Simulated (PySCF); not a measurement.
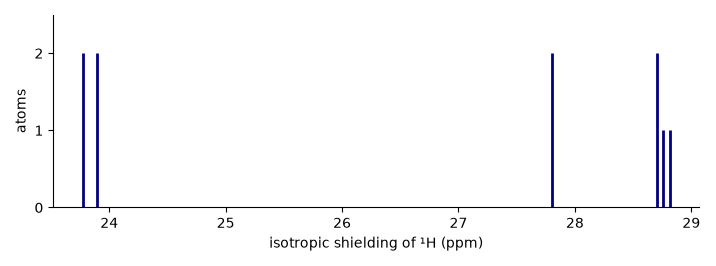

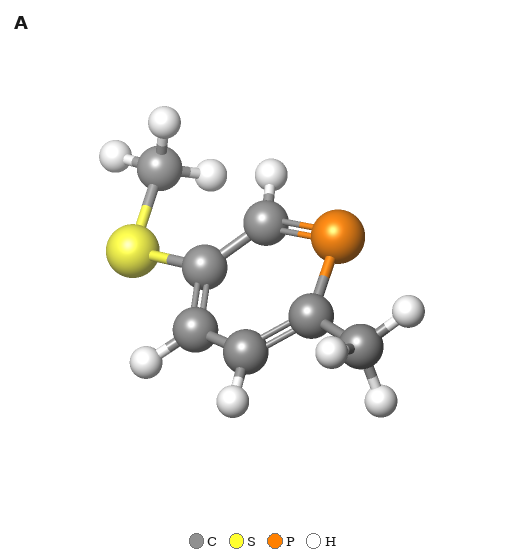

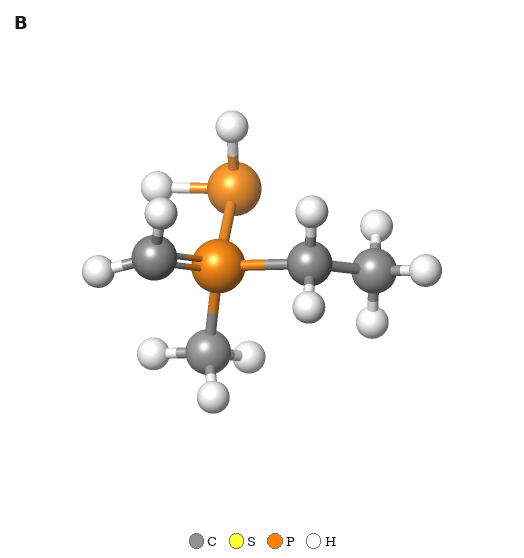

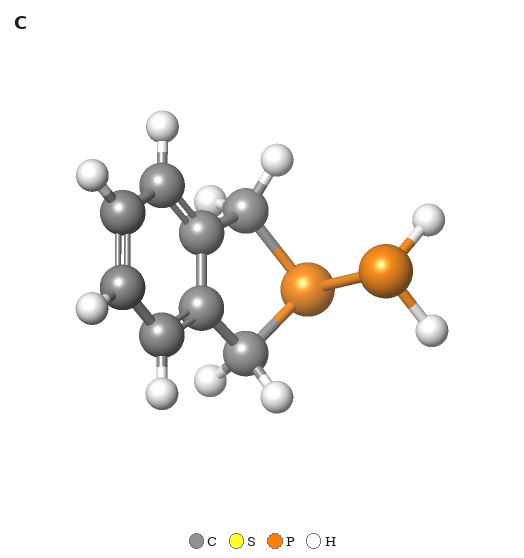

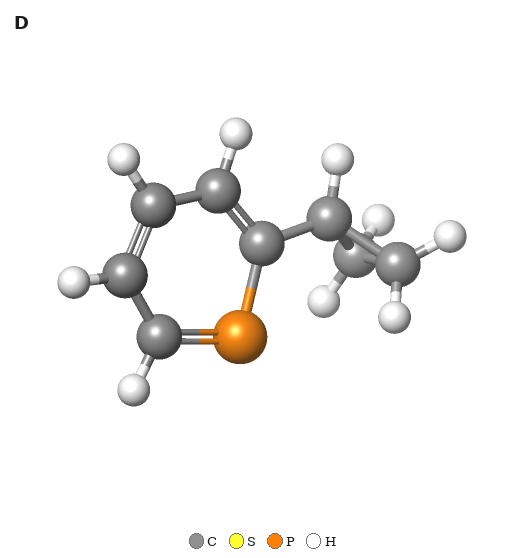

The sticks are computed shieldings of one of the molecules, for one fixed geometry (PBE0-D3(BJ)/def2-SVP) without averaging over rotations. Low shielding means a high chemical shift. Method: GIAO PBE0/pcSseg-1 NMR shielding, non-relativistic, IEF-PCM cyclohexane (PySCF 2.14.0).

### Match the spectrum to a structure.

C, `PP1Cc2ccccc2C1`. Its 10 H atoms give lines at 23.77 (2 atoms), 23.90 (2 atoms), 27.80 (2 atoms), 28.70 (2 atoms), 28.75, 28.81 ppm.
